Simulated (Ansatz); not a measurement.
# BNH₂+ (doublet): from Hartree-Fock to the top rungs, cc-pVTZ

How much of the correlation energy of BNH₂+ (doublet) does each wave-function method recover here?

The runs use Ansatz 0.2.0, Gaussian basis; cc-pVTZ, core rule «outside noble gas», up to 2 orbitals frozen.

The runs, in order: UHF; CCSD(T) on ROHF; CCSD(T) on UHF; BCCD(T) on ROHF; CCSDT(Q) on ROHF; CCSDT(Q) on UHF; CASSCF and MRCISD+Q, 9 electrons in 10 orbitals; CASSCF and NEVPT2, 9 electrons in 10 orbitals.

3 further runs of the same task are left out: 3 set aside as unsound or not needed. Runs told in other sessions of the task aren't counted.

### Step 1. The geometry

The geometry is a PBE0/def2-TZVP stationary point (not a proven minimum) of the parent state, kept for this charge and spin.

4 atoms, charge 1, spin multiplicity 2.

Atoms are counted from 1 here; the program's logs count them from 0.

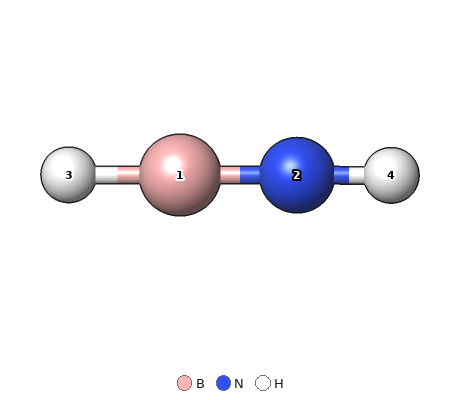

The geometry (boron pink, nitrogen blue, hydrogen white); atoms are numbered from 1 in the order of the file.

Geometry (Å):

```xyz
4

B     0.0000    0.0000    0.5713
N     0.0000    0.0000   -0.6613
H     0.0000    0.0000    1.7429
H     0.0000    0.0000   -1.6528
```

In the tables R marks a restricted open-shell determinant and U an unrestricted one; 'valence' is the active space of 9 electrons in 10 orbitals; energies count from the table's Hartree-Fock row.

### Step 2. UHF

in.yaml

```yaml
crystal:
  periodic: [false, false, false]
  atoms:
    - {symbol: B, position_ang: [0.000000, 0.000000, 0.571255]}
    - {symbol: N, position_ang: [0.000000, 0.000000, -0.661337]}
    - {symbol: H, position_ang: [0.000000, 0.000000, 1.742910]}
    - {symbol: H, position_ang: [0.000000, 0.000000, -1.652828]}
basis:
  gaussian: {orbitals: cc-pVTZ}
total_charge: 1
magnetization: {spin_polarized: true, initial_magnetization: 1}
hamiltonian: {xc: hf}
output: {orbitals: {seedname: orbitals}}
```

Launch:

```bash
$ ansatz run in.yaml --threads 1 --pin off --events-out ev --progress --plain --max-ram 2816MiB --backend cpu
```

What it wrote:

```text
Functional definition: HF
  name "HF"
  cite "Fock, Z. Phys. 61, 126 (1930) doi:10.1007/BF01340294"
  parent pbe
  exchange = exact_x
  correlation = 0
592 factors; their error is unknown
mean field evaluation 1: about -2173.2419 eV, gradient 2.7e1 eV
mean field evaluation 2: about -2175.6332 eV, gradient 1.2e1 eV
mean field evaluation 4: about -2176.1774 eV, gradient 3.8e-1 eV
mean field evaluation 8: about -2176.1942 eV, gradient 2.5e-1 eV
mean field evaluation 16: about -2176.0773 eV, gradient 2.2e0 eV
mean field -2176.19463844 eV, -79.9736778850 hartree, gradient 6.5e-5 eV, S^2 0.759469; 0 other end points of the search recorded, 0 dependent functions left out
reference -2176.19463844 eV, -79.9736778850 hartree; 7, 6 occupied and 81, 82 virtual orbitals, 592 factors
Total energy: -2176.19463844 eV, -79.9736778850 hartree
```

Run time: 0.36 s. Hardware: 1 thread of AMD EPYC 7R13, shared host.

From the report: ⟨S²⟩ of the determinant 0.759 (pure doublet: 0.75).

### Step 3. CCSD(T) on ROHF

Edit in.yaml of step 2 so:

```diff
@@ -10,4 +10,4 @@
 total_charge: 1
-magnetization: {spin_polarized: true, initial_magnetization: 1}
-hamiltonian: {xc: hf}
-output: {orbitals: {seedname: orbitals}}
+magnetization: {spin_polarized: false, initial_magnetization: 1}
+correlation: {method: ccsd_t, electrons: outside_noble_gas}
+output: {forces: true}
```

Launch:

```bash
$ ansatz run in.yaml --threads 2 --pin off --events-out ev --progress --plain --max-ram 16896MiB --backend cuda --devices 0, --max-vram 18GiB
```

What it wrote, cut to the lines that bear on the results:

```text
Functional definition: HF
  name "HF"
  cite "Fock, Z. Phys. 61, 126 (1930) doi:10.1007/BF01340294"
  parent pbe
[...]
514 factors; integrals over basis functions are off by at most 1.2e-3 eV
[...]
mean field -2176.08348787 eV, -79.9695931770 hartree, gradient 4.8e-6 eV, S^2 0.750000; 2 other end points of the search recorded, 0 dependent functions left out
2 core orbitals not correlated: weight in the atoms' cores, before any rotation towards them, 1.000 or more for the frozen orbitals, at most 0.000 for the correlated occupied ones
reference -2176.08348787 eV, -79.9695931770 hartree; 5, 4 occupied and 81, 82 virtual orbitals, 514 factors
second order -6.34083539 eV of doubles, -0.06972768 eV of singles
cycle   1  -6.82582310 eV  change   -4.1e-1 eV  update   5.2e-2
[...]
cycle  11  -7.03675792 eV  change   -1.6e-7 eV  update   3.3e-6
perturbative correction -0.22796096 eV, -0.0083774107 hartree
[...]
Total energy: -2183.34820675 eV, -80.2365666716 hartree
Atom 0 at     0.000000     0.000000     0.571255 Å, force     0.000000    -0.000000     6.460694 eV/Å
Atom 1 at     0.000000     0.000000    -0.661337 Å, force    -0.000000     0.000000    -5.327054 eV/Å
Atom 2 at     0.000000     0.000000     1.742910 Å, force    -0.000000     0.000000    -0.088730 eV/Å
Atom 3 at     0.000000     0.000000    -1.652828 Å, force     0.000000    -0.000000    -1.044910 eV/Å
Dipole moment:     0.000000    -0.000000     0.002825 e Å
```

Run time: 3.8 s. Hardware: 1 × H100 (card shared with other runs) with 2 threads of AMD EPYC 7R13, shared host; peak host memory 0.9 GiB.

From the report: correlation -7.2647 eV; T1 0.016; largest double amplitude 0.06.

### Step 4. CCSD(T) on UHF

Edit in.yaml of step 3 so:

```diff
@@ -10,3 +10,3 @@
 total_charge: 1
-magnetization: {spin_polarized: false, initial_magnetization: 1}
+magnetization: {spin_polarized: true, initial_magnetization: 1}
 correlation: {method: ccsd_t, electrons: outside_noble_gas}
```

Same command.

What it wrote, cut to the lines that bear on the results:

```text
Functional definition: HF
  name "HF"
  cite "Fock, Z. Phys. 61, 126 (1930) doi:10.1007/BF01340294"
  parent pbe
[...]
514 factors; integrals over basis functions are off by at most 1.2e-3 eV
[...]
mean field -2176.19467437 eV, -79.9736792053 hartree, gradient 5.3e-6 eV, S^2 0.759469; 2 other end points of the search recorded, 0 dependent functions left out
2 core orbitals not correlated: weight in the atoms' cores, before any rotation towards them, 1.000 or more for the frozen orbitals, at most 0.000 for the correlated occupied ones
reference -2176.19467437 eV, -79.9736792053 hartree; 5, 4 occupied and 81, 82 virtual orbitals, 514 factors
second order -6.28706494 eV of doubles, -0.00000000 eV of singles
cycle   1  -6.71011344 eV  change   -4.2e-1 eV  update   5.2e-2
[...]
cycle  12  -6.92845431 eV  change    9.6e-7 eV  update   8.9e-7
perturbative correction -0.22542857 eV, -0.0082843471 hartree
[...]
Total energy: -2183.34855725 eV, -80.2365795521 hartree
Atom 0 at     0.000000     0.000000     0.571255 Å, force     0.000000     0.000000     6.458307 eV/Å
Atom 1 at     0.000000     0.000000    -0.661337 Å, force     0.000000     0.000000    -5.325226 eV/Å
Atom 2 at     0.000000     0.000000     1.742910 Å, force    -0.000000    -0.000000    -0.088745 eV/Å
Atom 3 at     0.000000     0.000000    -1.652828 Å, force    -0.000000    -0.000000    -1.044336 eV/Å
Dipole moment:     0.000000    -0.000000     0.002918 e Å
```

Run time: 3.8 s. Hardware: 1 × H100 (card shared with other runs) with 2 threads of AMD EPYC 7R13, shared host; peak host memory 0.9 GiB.

From the report: ⟨S²⟩ of the determinant 0.759 (pure doublet: 0.75); correlation -7.1539 eV; T1 0.014; largest double amplitude 0.06.

### Step 5. BCCD(T) on ROHF

Edit in.yaml of step 4 so:

```diff
@@ -10,4 +10,3 @@
 total_charge: 1
-magnetization: {spin_polarized: true, initial_magnetization: 1}
-correlation: {method: ccsd_t, electrons: outside_noble_gas}
-output: {forces: true}
+magnetization: {spin_polarized: false, initial_magnetization: 1}
+correlation: {method: bccd_t, electrons: outside_noble_gas}
```

Same command.

What it wrote, cut to the lines that bear on the results:

```text
Functional definition: HF
  name "HF"
  cite "Fock, Z. Phys. 61, 126 (1930) doi:10.1007/BF01340294"
  parent pbe
[...]
514 factors; integrals over basis functions are off by at most 1.2e-3 eV
[...]
mean field -2176.08348787 eV, -79.9695931770 hartree, gradient 4.8e-6 eV, S^2 0.750000; 2 other end points of the search recorded, 0 dependent functions left out
2 core orbitals not correlated: weight in the atoms' cores, before any rotation towards them, 1.000 or more for the frozen orbitals, at most 0.000 for the correlated occupied ones
reference -2176.08348787 eV, -79.9695931770 hartree; 5, 4 occupied and 81, 82 virtual orbitals, 514 factors
second order -6.34083539 eV of doubles, -0.06972768 eV of singles
cycle   1  -6.83704587 eV  change   -4.3e-1 eV  update   5.2e-2
[...]
cycle  10  -7.02888412 eV  change   -3.3e-6 eV  update   1.0e-5
perturbative correction -0.23516939 eV, -0.0086423155 hartree
Total energy: -2183.34754138 eV, -80.2365422194 hartree
```

Wall time 1.7 s (1 × H100 (card shared with other runs) with 2 threads of AMD EPYC 7R13, shared host); peak host memory 0.84 GiB.

From the report: correlation -7.2641 eV; largest double amplitude 0.06.

### Step 6. CCSDT(Q) on ROHF

Edit in.yaml of step 5 so:

```diff
@@ -11,2 +11,2 @@
 magnetization: {spin_polarized: false, initial_magnetization: 1}
-correlation: {method: bccd_t, electrons: outside_noble_gas}
+correlation: {method: ccsdt_q, electrons: outside_noble_gas}
```

Launched as before.

What it wrote, cut to the lines that bear on the results:

```text
Functional definition: HF
  name "HF"
  cite "Fock, Z. Phys. 61, 126 (1930) doi:10.1007/BF01340294"
  parent pbe
[...]
1036 factors; integrals over basis functions are off by at most 2.2e-7 eV
[...]
mean field -2176.08350060 eV, -79.9695936445 hartree, gradient 6.9e-6 eV, S^2 0.750000; 2 other end points of the search recorded, 0 dependent functions left out
2 core orbitals not correlated: weight in the atoms' cores, before any rotation towards them, 1.000 or more for the frozen orbitals, at most 0.000 for the correlated occupied ones
reference -2176.08350060 eV, -79.9695936445 hartree; 5, 4 occupied and 81, 82 virtual orbitals, 1036 factors
second order -6.34085134 eV of doubles, -0.06972766 eV of singles
cycle   1  -6.82581309 eV  change   -4.1e-1 eV  update   6.2e-2
[...]
cycle  16  -7.28365055 eV  change    7.6e-7 eV  update   4.9e-7
perturbative correction -0.00819996 eV, -0.0003013429 hartree
Total energy: -2183.37535110 eV, -80.2375642081 hartree
```

Run time: 13 s. Hardware: 1 × H100 (card shared with other runs) with 2 threads of AMD EPYC 7R13, shared host; peak host memory 1 GiB.

From the report: correlation -7.2919 eV; T1 0.016; largest double amplitude 0.06.

### Step 7. CCSDT(Q) on UHF

Edit in.yaml of step 6 so:

```diff
@@ -10,3 +10,3 @@
 total_charge: 1
-magnetization: {spin_polarized: false, initial_magnetization: 1}
+magnetization: {spin_polarized: true, initial_magnetization: 1}
 correlation: {method: ccsdt_q, electrons: outside_noble_gas}
```

The command is unchanged.

What it wrote, cut to the lines that bear on the results:

```text
Functional definition: HF
  name "HF"
  cite "Fock, Z. Phys. 61, 126 (1930) doi:10.1007/BF01340294"
  parent pbe
[...]
1036 factors; integrals over basis functions are off by at most 2.2e-7 eV
[...]
mean field -2176.19468708 eV, -79.9736796726 hartree, gradient 5.5e-6 eV, S^2 0.759469; 2 other end points of the search recorded, 0 dependent functions left out
2 core orbitals not correlated: weight in the atoms' cores, before any rotation towards them, 1.000 or more for the frozen orbitals, at most 0.000 for the correlated occupied ones
reference -2176.19468708 eV, -79.9736796726 hartree; 5, 4 occupied and 81, 82 virtual orbitals, 1036 factors
second order -6.28708076 eV of doubles, -0.00000000 eV of singles
cycle   1  -6.71010342 eV  change   -4.2e-1 eV  update   6.3e-2
[...]
cycle  15  -7.17344866 eV  change   -4.1e-7 eV  update   1.1e-6
perturbative correction -0.00895987 eV, -0.0003292692 hartree
Total energy: -2183.37709561 eV, -80.2376283176 hartree
```

Wall time 9 s (1 × H100 (card shared with other runs) with 2 threads of AMD EPYC 7R13, shared host); peak host memory 0.93 GiB.

From the report: ⟨S²⟩ of the determinant 0.759 (pure doublet: 0.75); correlation -7.1824 eV; T1 0.014; largest double amplitude 0.06.

### Step 8. CASSCF and MRCISD+Q, 9 electrons in 10 orbitals

Edit in.yaml of step 7 so:

```diff
@@ -10,3 +10,3 @@
 total_charge: 1
-magnetization: {spin_polarized: true, initial_magnetization: 1}
-correlation: {method: ccsdt_q, electrons: outside_noble_gas}
+magnetization: {spin_polarized: false, initial_magnetization: 1}
+correlation: {method: fic_mrcisd_q, electrons: outside_noble_gas, active_space: {window: {electrons: 9, orbitals: 10}, shells: [{species: B, l: s, shell: 2}, {species: B, l: p, shell: 2}, {species: H, l: s, shell: 1}, {species: "N", l: s, shell: 2}, {species: "N", l: p, shell: 2}]}}
```

Launched as before.

What it wrote, cut to the lines that bear on the results:

```text
Functional definition: HF
  name "HF"
  cite "Fock, Z. Phys. 61, 126 (1930) doi:10.1007/BF01340294"
  parent pbe
[...]
1036 factors; integrals over basis functions are off by at most 2.2e-7 eV
[...]
mean field -2176.08350060 eV, -79.9695936445 hartree, gradient 6.9e-6 eV, S^2 0.750000; 2 other end points of the search recorded, 0 dependent functions left out
reference -2176.08350060 eV, -79.9695936445 hartree; 7, 6 occupied and 81, 82 virtual orbitals, 1036 factors
state -2179.06210957 eV, -80.0790555053 hartree
contracted CI cycle   1: correlation 0.00000000 eV, 0.0000000000 hartree, residual 2.34e1 eV
contracted CI cycle   2: correlation -3.95488212 eV, -0.1453392372 hartree, residual 4.07e0 eV
contracted CI cycle   3: correlation -4.08658249 eV, -0.1501791365 hartree, residual 9.87e-1 eV
contracted CI cycle   4: correlation -4.09474749 eV, -0.1504791949 hartree, residual 2.79e-1 eV
contracted CI cycle   5: correlation -4.09533869 eV, -0.1505009208 hartree, residual 7.61e-2 eV
contracted CI cycle   6: correlation -4.09537975 eV, -0.1505024298 hartree, residual 1.93e-2 eV
contracted CI cycle   7: correlation -4.09538229 eV, -0.1505025232 hartree, residual 4.98e-3 eV
contracted CI cycle   8: correlation -4.09538246 eV, -0.1505025295 hartree, residual 1.34e-3 eV
state -2179.06210957 eV, -80.0790555053 hartree; corrected -2183.33366672 eV, -80.2360323354 hartree
Total energy: -2183.33366672 eV, -80.2360323354 hartree
Checks for a lower state left out: starts, orbital_swaps
```

Run time: 7.5 s. Hardware: 1 × H100 (card shared with other runs) with 2 threads of AMD EPYC 7R13, shared host; peak host memory 0.93 GiB.

From the report: 13,224 determinants; active occupations 1.99, 1.98, 1.98, 1.96, 0.99, 0.03, 0.02, 0.02, 0.01, 0.01.

### Step 9. CASSCF and NEVPT2, 9 electrons in 10 orbitals

in.yaml

```yaml
crystal:
  periodic: [false, false, false]
  atoms:
    - {symbol: B, position_ang: [0.000000, 0.000000, 0.571255]}
    - {symbol: N, position_ang: [0.000000, 0.000000, -0.661337]}
    - {symbol: H, position_ang: [0.000000, 0.000000, 1.742910]}
    - {symbol: H, position_ang: [0.000000, 0.000000, -1.652828]}
basis:
  gaussian: {orbitals: cc-pVTZ}
total_charge: 1
magnetization: {spin_polarized: false, initial_magnetization: 1}
correlation: {method: sc_nevpt2, electrons: outside_noble_gas, active_space: {window: {electrons: 9, orbitals: 10}, shells: [{species: B, l: s, shell: 2}, {species: B, l: p, shell: 2}, {species: H, l: s, shell: 1}, {species: "N", l: s, shell: 2}, {species: "N", l: p, shell: 2}]}}
```

Launched as before.

What it wrote:

```text
Functional definition: HF
  name "HF"
  cite "Fock, Z. Phys. 61, 126 (1930) doi:10.1007/BF01340294"
  parent pbe
  exchange = exact_x
  correlation = 0
1036 factors; integrals over basis functions are off by at most 2.2e-7 eV
mean field evaluation 1: about -2173.2881 eV, gradient 3.7e1 eV
mean field evaluation 2: about -2173.2892 eV, gradient 3.7e1 eV
mean field evaluation 4: about -2176.0567 eV, gradient 2.7e0 eV
mean field evaluation 8: about -2176.0830 eV, gradient 2.0e-1 eV
mean field evaluation 16: about -2176.0835 eV, gradient 4.3e-4 eV
mean field -2176.08350060 eV, -79.9695936445 hartree, gradient 6.9e-6 eV, S^2 0.750000; 2 other end points of the search recorded, 0 dependent functions left out
reference -2176.08350060 eV, -79.9695936445 hartree; 7, 6 occupied and 81, 82 virtual orbitals, 1036 factors
state -2179.06210957 eV, -80.0790555053 hartree
state -2179.06210957 eV, -80.0790555053 hartree; corrected -2182.45532484 eV, -80.2037538664 hartree
Total energy: -2182.45532484 eV, -80.2037538664 hartree
Checks for a lower state left out: starts, orbital_swaps
```

Run time: 6.5 s. Hardware: 1 × H100 (card shared with other runs) with 2 threads of AMD EPYC 7R13, shared host; peak host memory 0.81 GiB.

From the report: 13,224 determinants; active occupations 1.99, 1.98, 1.98, 1.96, 0.99, 0.03, 0.02, 0.02, 0.01, 0.01.

### Step 10. How many determinants matter

Natural occupations of the CASSCF valence state about the gap (report; correlated orbitals 1 to 10): 1.985, 1.981, 1.980, 1.965, 0.990, 0.035, 0.021, 0.019, 0.013, 0.011. The count of effectively unpaired electrons, Σ n²(2 − n)², is 1.02; a single determinant of this spin has 1.

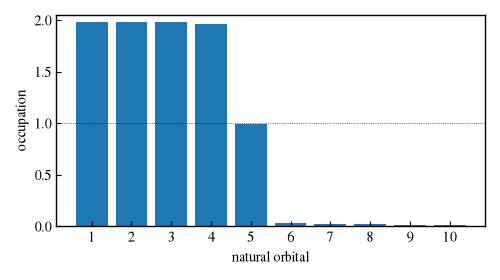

Natural occupations of the CASSCF valence state.

### Step 11. Misses and costs

The yardstick is UCCSDT(Q), where the cluster series has nearly closed. Rows without a time are mean-field rows or come out of runs for another level: lower rungs of the coupled-cluster runs, CASSCF and MRCISD of the multireference runs, or the Hartree-Fock search. The times of RCCSD(T), UCCSD(T) include forces.

Differences are taken before rounding.

```
          method  energy from the lowest ROHF (meV)  from UCCSDT(Q) (meV)   time
             ROHF                               0.0               +7293.6       
             UHF                            -111.2               +7182.4       
            RMP2                           -6410.6                +883.0       
            UMP2                           -6398.3                +895.4       
           RCCSD                           -7036.8                +256.8       
           UCCSD                           -7039.6                +254.0       
        RCCSD(T)                           -7264.7                 +28.9  3.8 s
        UCCSD(T)                           -7265.1                 +28.5  3.8 s
         BCCD(T)                           -7264.1                 +29.6  1.7 s
          RCCSDT                           -7283.7                  +9.9       
          UCCSDT                           -7284.6                  +9.0       
       RCCSDT(Q)                           -7291.9                  +1.7   13 s
       UCCSDT(Q)                           -7293.6                     0    9 s
  CASSCF valence                           -2978.6               +4315.0       
  NEVPT2 valence                           -6371.8                +921.8  6.5 s
  MRCISD valence                           -7074.0                +219.6       
MRCISD+Q valence                           -7250.2                 +43.4  7.5 s
```

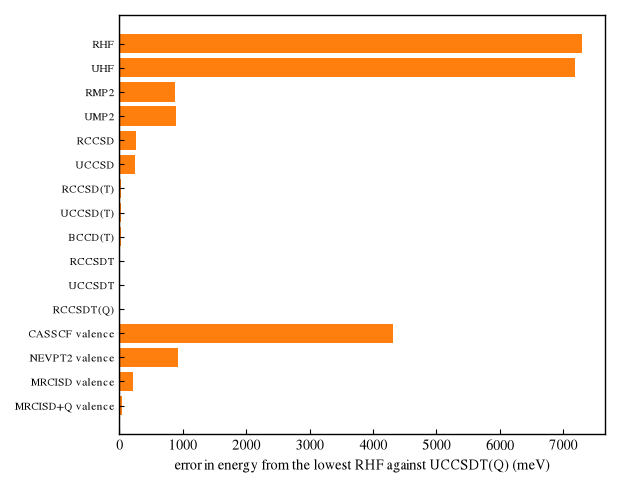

Deviations from UCCSDT(Q), method by method.

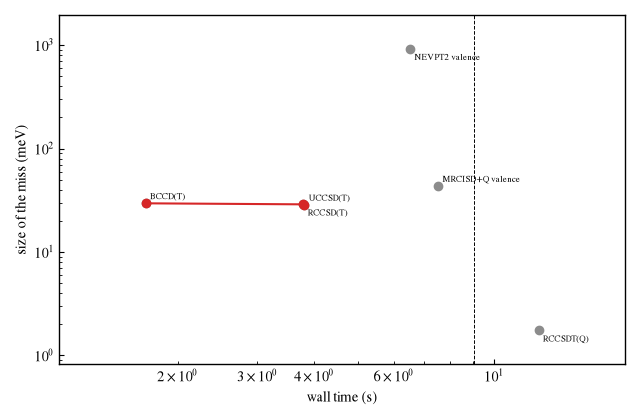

Miss against cost. Red marks the levels that no quicker level drawn beats (of those quicker than the yardstick), and the dashed line is the time of UCCSDT(Q). Times are from a shared host.

### Step 12. Outcome

| quantity | value |
| --- | --- |
| UCCSDT(Q) from the ROHF energy | -7.2936 eV |
| RMP2 from UCCSDT(Q) | +883.0 meV |
| UMP2 from UCCSDT(Q) | +895.4 meV |
| RCCSD from UCCSDT(Q) | +256.8 meV |
| RCCSD(T) from UCCSDT(Q) | +28.9 meV |
| UCCSD(T) from UCCSDT(Q) | +28.5 meV |
| RCCSDT(Q) from UCCSDT(Q) | +1.7 meV |
| NEVPT2 valence from UCCSDT(Q) | +921.8 meV |
| MRCISD+Q valence from UCCSDT(Q) | +43.4 meV |
| levels within 1 kcal/mol (43 meV) | RCCSD(T), UCCSD(T), BCCD(T), RCCSDT, UCCSDT, RCCSDT(Q) |
| T1 diagnostic | 0.016 |
| effectively unpaired electrons | 1.02 |

In words: RCCSD(T) lands +28.9 meV from the yardstick (0.4 % of the correlation energy). One determinant dominates. Of the multireference levels listed MRCISD+Q valence comes nearest in total energy (+43.4 meV), which doesn't show that its space is the better one. These misses are within one basis, not against nature; the frozen cores of restricted and unrestricted runs differ, which can shift their rows.

For cost: UCCSD(T) gets within 28.5 meV in 3.8 s, where UCCSDT(Q) took 9 s; the quickest level in the cost chart, BCCD(T), takes 1.7 s and misses by 29.6 meV.
